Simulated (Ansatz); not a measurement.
AlFH6N2

```yaml
atoms:
  - { symbol: Al, position_ang: [0.0194, 0.5996, -0.3165] }
  - { symbol: F, position_ang: [0.0162, 0.2385, 1.7704] }
  - { symbol: N, position_ang: [1.5674, -0.0706, -0.8946] }
  - { symbol: H, position_ang: [1.6725, -0.8808, -1.4870] }
  - { symbol: H, position_ang: [2.4710, 0.3280, -0.6855] }
  - { symbol: N, position_ang: [-1.5412, -0.0218, -0.9149] }
  - { symbol: H, position_ang: [-1.6783, -0.8721, -1.4406] }
  - { symbol: H, position_ang: [-2.4210, 0.4584, -0.7916] }
  - { symbol: H, position_ang: [0.0247, 2.1082, 0.3090] }
  - { symbol: H, position_ang: [0.0152, 1.1957, 1.7925] }
```

Computed with RKS PBE0-D4/6-31G* in Ansatz.

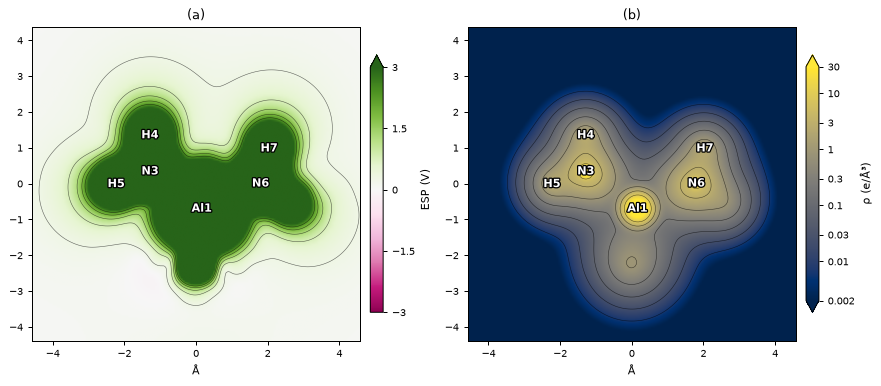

Figure 1. (a) molecular electrostatic potential; (b) electron density on the plane of atoms Al1, N3 and H4.

Question: Describe what can be read from this map.

Answer: The plane passes through Al, N and H nuclei.
Al–N (1.78 Å): ρ is about 0.81 e/Å³ halfway.
N–H (1.01 Å): the density is about 2.7 e/Å³ at the midpoint.
The potential has no marked negative region in this plane.

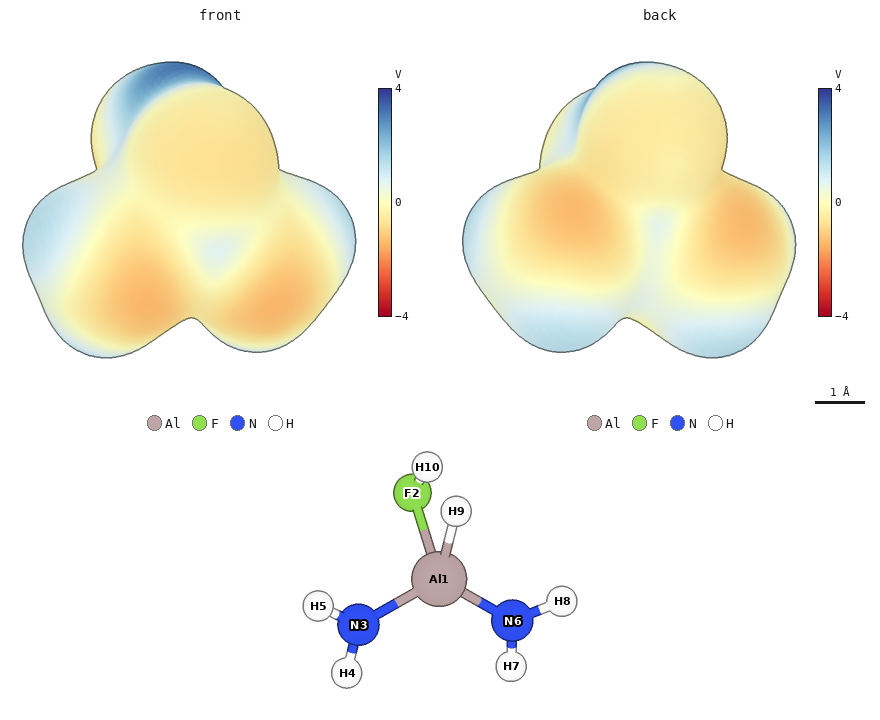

Figure 2. The molecular electrostatic potential painted on the density surface at 0.002 e/bohr³, seen from the front and from behind; red is negative and blue positive. The bare structure is drawn below in the same view.

Question: Describe the electrostatic potential map.

Answer: The most negative region (about −1.4 V, or −32 kcal/mol for a unit charge) lies over N3 and N6, the most positive (about +3.0 V, or +69 kcal/mol for a unit charge) over H10.

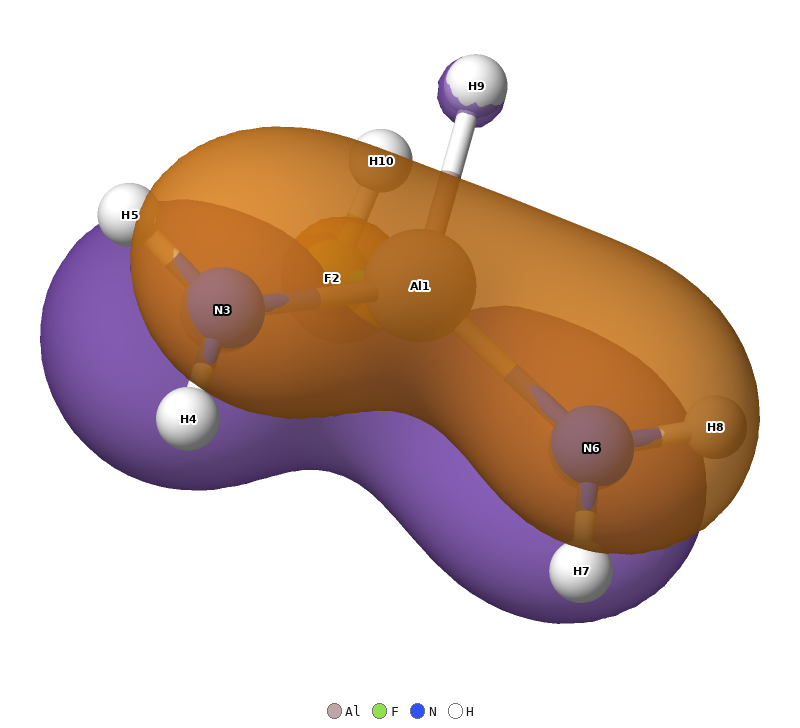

Figure 3. The HOMO−1 at ±0.08 Å⁻³ᐟ² (orange and purple are the two phases), seen at an oblique angle.

Question: Describe this orbital and give its energy.

Answer: By Hirshfeld shares it lies mainly on N3 (about 35 %), N6 (about 35 %) and Al1 (about 15 %); largely a combination of lone pairs on N3 and N6. Its energy is −6.83 eV.
